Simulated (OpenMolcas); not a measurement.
**Multiconfigurational calculation for Mo³⁺ complex**

- system: Mo³⁺ with 6 ligands (F; octahedron, 1.92 Å), neutralised by 6 outer point charges of +0.5 e, whose field is part of the energies.
- method: state-averaged SS-CASPT2, IPEA shift 0.25, imaginary shift 0.1 hartree, closed shells 4s 4p of the metal and the valence shells of the ligands correlated, active space 3 electrons in the shell 4d, basis ANO-RCC-VTZP on the metal and ANO-RCC-VDZP on the ligands, DKH2 scalar Hamiltonian, spin-orbit coupling by RASSI with atomic mean-field integrals (OpenMolcas)

Input:
```
&GATEWAY
Coord
7

Mo 0.0 0.0 0.0
F 1.920000 0.000000 0.000000
F 0.000000 1.920000 0.000000
F -1.920000 0.000000 0.000000
F 0.000000 -1.920000 0.000000
F 0.000000 0.000000 1.920000
F 0.000000 0.000000 -1.920000
Basis=Mo.ANO-RCC-VTZP,F.ANO-RCC-VDZP
Group=XYZ
NoMove
AngMom=0.0 0.0 0.0
AMFI
RICD
XField
3 Angstrom 0
4.720000 0.000000 0.000000 0.500000
0.000000 4.720000 0.000000 0.500000
0.000000 0.000000 4.720000 0.500000
&SEWARD
&RASSCF
FileOrb=start.orb
Symmetry=1
Spin=4
nActEl=3 0 0
Inactive=24 24
Ras2=5 0
CIRoot=10 10 1
SDav=10
CIMx=300
Iter=150 100
PrWF=0.3
OrbListing=Nothing
MaxOrb=0
LevShft=1.0
>>> COPY $Project.JobIph JOB001
&RASSCF
FileOrb=start.orb
Symmetry=1
Spin=2
nActEl=3 0 0
Inactive=24 24
Ras2=5 0
CIRoot=40 40 1
SDav=40
CIMx=300
Iter=150 100
PrWF=0.3
OrbListing=Nothing
MaxOrb=0
LevShft=1.0
>>> COPY $Project.JobIph JOB002
&RASSI
NrOfJobIphs=2 10 40
1 2 3 4 5 6 7 8 9 10
1 2 3 4 5 6 7 8 9 10 11 12 13 14 15 16 17 18 19 20 21 22 23 24 25 26 27
28 29 30 31 32 33 34 35 36 37 38 39 40
IphNames
JOB001
JOB002
EJob
SpinOrbit
DIPRint=1.0
SOCoupling=1000.0
Subsets=2
Property=9
'ANGMOM' 1 'ANGMOM' 2 'ANGMOM' 3 'MLTPL  1' 1 'MLTPL  1' 2 'MLTPL  1' 3
'AMFI' 1 'AMFI' 2 'AMFI' 3
SOProperty=3
'ANGMOM' 1 'ANGMOM' 2 'ANGMOM' 3
>>> COPY JOB001 $Project.JobIph
&CASPT2
Multistate=10 1 2 3 4 5 6 7 8 9 10
NoMult
Frozen=11 9
IPEA=0.25
Imaginary=0.1
MaxIter=60
WThr=0.0 0.3 0.05
PrWF=0.5
NoMix
>>> COPY JOB002 $Project.JobIph
&CASPT2
Multistate=40 1 2 3 4 5 6 7 8 9 10 11 12 13 14 15 16 17 18 19 20 21 22
23 24 25 26 27 28 29 30 31 32 33 34 35 36 37 38 39 40
NoMult
Frozen=11 9
IPEA=0.25
Imaginary=0.1
MaxIter=60
WThr=0.0 0.3 0.05
PrWF=0.5
NoMix
```

The file start.orb holds starting orbitals from an earlier step. A driver script formed the levels outside the program, from RASSI's spin-orbit matrix and the CASPT2 energies (for multi-state variants, the effective Hamiltonian), averaged over the components of each term or state. The log and the time are those of the CASPT2 step.

Run as:
```bash
OMP_NUM_THREADS=1 MOLCAS_MEM=2457 MOLCAS_PROJECT=a pymolcas a.inp > a.log  # once for each step of the input, in one work folder
```

The program's output (extracts):
```
--- CASPT2 ---
Orbital specifications:
      -----------------------

      Symmetry species                           1   2
                                                ag  au
      Frozen orbitals                           11   9
      Inactive orbitals                         13  15
      Active orbitals                            5   0
      Secondary orbitals                        49  50
      Deleted orbitals                           0   0
      Number of basis functions                 78  74
Type of calculation                        SS-CASPT2
      Fock operator                              state-specific
      IPEA shift                                 0.25
      Real shift                                 0.00
      Imaginary shift                            0.10
      The input orbitals will be transformed to quasi-canonical
Reference energy:       -4644.0214108687
      E2 (Non-variational):      -1.7106584467
      Shift correction:          -0.0011855389
      E2 (Variational):          -1.7118439856
      Total energy:           -4645.7332548543
      Residual norm:              0.0000009583
      Reference weight:           0.71144
      Contributions to the CASPT2 correlation energy
      Active & Virtual Only:         -0.0162503780
      One Inactive Excited:          -0.1866603497
      Two Inactive Excited:          -1.5077477189
Reference energy:       -4643.8769858959
      E2 (Non-variational):      -1.7114812277
      Shift correction:          -0.0012045184
      E2 (Variational):          -1.7126857461
      Total energy:           -4645.5896716419
      Residual norm:              0.0000001587
      Reference weight:           0.71041
      Contributions to the CASPT2 correlation energy
      Active & Virtual Only:         -0.0162636790
      One Inactive Excited:          -0.1938355907
      Two Inactive Excited:          -1.5013819580
::    CASPT2 Root  1     Total energy:  -4645.73325485
::    CASPT2 Root  2     Total energy:  -4645.58967164
::    CASPT2 Root  3     Total energy:  -4645.58972007
::    CASPT2 Root  4     Total energy:  -4645.58957293
::    CASPT2 Root  5     Total energy:  -4645.56278208
::    CASPT2 Root  6     Total energy:  -4645.56281073
::    CASPT2 Root  7     Total energy:  -4645.56279849
::    CASPT2 Root  8     Total energy:  -4645.43680779
::    CASPT2 Root  9     Total energy:  -4645.43680184
::    CASPT2 Root 10     Total energy:  -4645.43681251
--- CASPT2 ---
Orbital specifications:
      -----------------------

      Symmetry species                           1   2
                                                ag  au
      Frozen orbitals                           11   9
      Inactive orbitals                         13  15
      Active orbitals                            5   0
      Secondary orbitals                        49  50
      Deleted orbitals                           0   0
      Number of basis functions                 78  74
Type of calculation                        SS-CASPT2
      Fock operator                              state-specific
      IPEA shift                                 0.25
      Real shift                                 0.00
      Imaginary shift                            0.10
      The input orbitals will be transformed to quasi-canonical
Reference energy:       -4643.9540457165
      E2 (Non-variational):      -1.7274246524
      Shift correction:          -0.0012356638
      E2 (Variational):          -1.7286603162
      Total energy:           -4645.6827060327
      Residual norm:              0.0000006577
      Reference weight:           0.70772
      Contributions to the CASPT2 correlation energy
      Active & Virtual Only:         -0.0240101208
      One Inactive Excited:          -0.1916241041
      Two Inactive Excited:          -1.5117904275
Reference energy:       -4643.9540457162
      E2 (Non-variational):      -1.7273878563
      Shift correction:          -0.0012358050
      E2 (Variational):          -1.7286236613
      Total energy:           -4645.6826693776
      Residual norm:              0.0000006570
      Reference weight:           0.70772
      Contributions to the CASPT2 correlation energy
      Active & Virtual Only:         -0.0240121697
      One Inactive Excited:          -0.1915852970
      Two Inactive Excited:          -1.5117903896
::    CASPT2 Root  1     Total energy:  -4645.68270603
::    CASPT2 Root  2     Total energy:  -4645.68266938
::    CASPT2 Root  3     Total energy:  -4645.68304828
::    CASPT2 Root  4     Total energy:  -4645.68306537
::    CASPT2 Root  5     Total energy:  -4645.68309684
::    CASPT2 Root  6     Total energy:  -4645.65135495
::    CASPT2 Root  7     Total energy:  -4645.65132806
::    CASPT2 Root  8     Total energy:  -4645.65132291
::    CASPT2 Root  9     Total energy:  -4645.55506877
::    CASPT2 Root 10     Total energy:  -4645.54399081
::    CASPT2 Root 11     Total energy:  -4645.54399023
::    CASPT2 Root 12     Total energy:  -4645.54391746
::    CASPT2 Root 13     Total energy:  -4645.54296241
::    CASPT2 Root 14     Total energy:  -4645.54464373
::    CASPT2 Root 15     Total energy:  -4645.54457262
::    CASPT2 Root 16     Total energy:  -4645.53951775
::    CASPT2 Root 17     Total energy:  -4645.53957163
::    CASPT2 Root 18     Total energy:  -4645.52681759
::    CASPT2 Root 19     Total energy:  -4645.52684472
::    CASPT2 Root 20     Total energy:  -4645.52683542
::    CASPT2 Root 21     Total energy:  -4645.51119867
::    CASPT2 Root 22     Total energy:  -4645.51117821
::    CASPT2 Root 23     Total energy:  -4645.51122138
::    CASPT2 Root 24     Total energy:  -4645.50946149
::    CASPT2 Root 25     Total energy:  -4645.46653647
::    CASPT2 Root 26     Total energy:  -4645.46655162
::    CASPT2 Root 27     Total energy:  -4645.40158019
::    CASPT2 Root 28     Total energy:  -4645.40161469
::    CASPT2 Root 29     Total energy:  -4645.40163951
::    CASPT2 Root 30     Total energy:  -4645.39495541
```

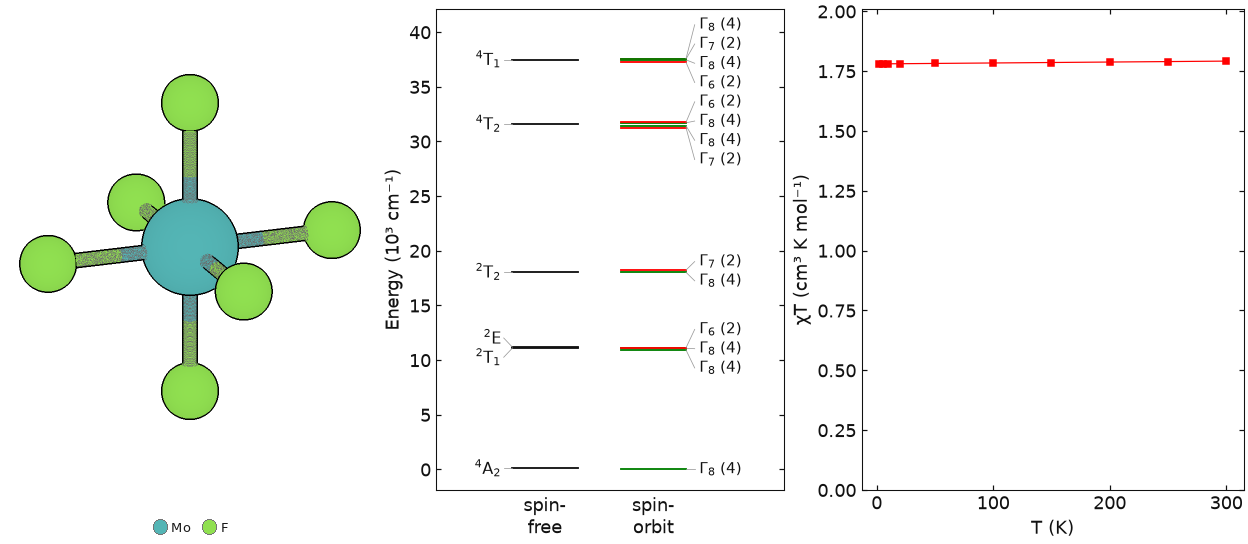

Fig. 1: Mo³⁺ (4d³) with 6 ligands, F⁻, at 1.92 Å (arrangement: octahedron, Oh), neutralised by outer point charges of +0.5 e, and its levels and susceptibility. Labels give the representation in O, Td, D4 or D3 as the site allows (double group for half-integer spin) where it could be assigned and, in brackets, the degeneracy; spin-free states, where drawn, share the zero of the spin-orbit levels. Powder susceptibility by Van Vleck's formula. The ground level is Γ₈, 4-fold degenerate, 100 % from states of spin multiplicity 4. The next level lies at 10,900 cm⁻¹ (Γ₈). The lowest spin-free state is ⁴A₂; of the same spin there follow at 31,500 cm⁻¹ (⁴T₂) and 37,400 cm⁻¹ (⁴T₁) above it. χT is 1.78 cm³ K mol⁻¹ at 2 K and 1.79 at 300 K, an effective moment of 3.79 μB.

Key numbers:

```tsv
quantity	value
outcome	converged; degenerate states are split by up to 369 cm⁻¹
energy of the lowest spin-free term	−4645.73325 hartree
energy of the lowest spin-orbit level	−4645.73363 hartree
CASPT2 correlation energy	−1.7118 hartree
largest spread among components of a term	369.0 cm⁻¹
lowest reference weight	0.700
hardware	1 thread of Arm Neoverse V2, 24 GiB of memory available, shared host
wall time	2.4 min
peak memory	0.41 GiB
```

Notes:

The components of ²T1, which symmetry makes degenerate, are split by 369 cm⁻¹ in CASPT2, and those of 1 more by over 50 cm⁻¹. This is an artefact; the levels of such states rest on averages and are uncertain by about as much. To bear in mind: distances are set from ionic radii, not optimised.
